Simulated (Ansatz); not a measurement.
The calculation's input:

```
crystal:
  lattice:
    - [5.553118554, -0.1016523997, 0.1161275889]
    - [0.135912294, 6.1711617655, 0.0114035644]
    - [2.3875929464, 2.7719513801, 9.6138428735]
  atoms:
    - { symbol: K, position: [0.6806242558, 0.4589977207, 0.4073805831] }
    - { symbol: K, position: [0.3216076525, 0.6126379122, 0.1140126235] }
    - { symbol: K, position: [0.1827453496, 0.9796675896, 0.3762642087] }
    - { symbol: K, position: [0.5140301898, 0.8112404797, 0.7037883707] }
    - { symbol: Sc, position: [0.9100695523, 0.047320112, 0.9181431279] }
    - { symbol: Tl, position: [0.9080546841, 0.5301824683, 0.9240341194] }
    - { symbol: Tl, position: [0.0749088738, 0.3516282246, 0.6350570819] }
    - { symbol: Tl, position: [0.4079594422, 0.2083254929, 0.9213198848] }
basis:
  ecutwfc: 420
kpoints:
  mp_grid: { grid: [6, 6, 4] }
hamiltonian:
  xc: pbe
scf:
  occupations: { method: gaussian, width: 0.1 }
output:
  forces: true
  stress: true
  eigenvalues: true
  write_density: true
  write_potential: true
  elf: true
  volumetric_format: npy
relax:
  adjacent_minimum: "off"
  f_tol: 0.01
  max_steps: 30
  cell: { stress_tol: 0.1, fix: [volume] }
```

Run with:

```sh
ansatz run input.yaml --threads 1 --pin off --max-ram 2560MiB --backend cpu --events-out ev --progress --plain --runs-dir out
```

Below, planes, directions and counts refer to the conventional cell (a = 5.66 Å, b = 6.25 Å, c = 10.03 Å, α = 73.84°, β = 74.75°, γ = 89.86°).

The fields are those of the relaxed geometry.

Space group P1; a generated structure, not necessarily the stable one; changed on purpose from its base cell (volume × 0.97, shape and atoms relaxed).

The calculation used DFT PBE, scalar-relativistic, plane waves, PAW in Ansatz 0.2.0.

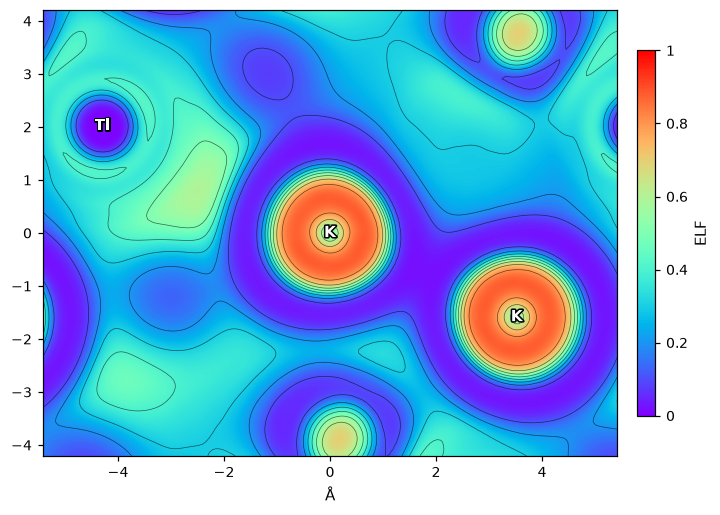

K4ScTl3. Electron localisation function on the (111) plane of the conventional cell.

Core electrons are frozen (PAW), and the valence fields are smoothed inside the atomic spheres.

Describe what can be read from this map.

Answer.
- Atoms in the plane: K and Tl.
- Atoms just off the plane (Sc, 0.7 Å away) can leave unmarked features too.
- The features right at K lie inside the PAW spheres, where the map follows smoothed inner orbitals and isn't to be read closely.
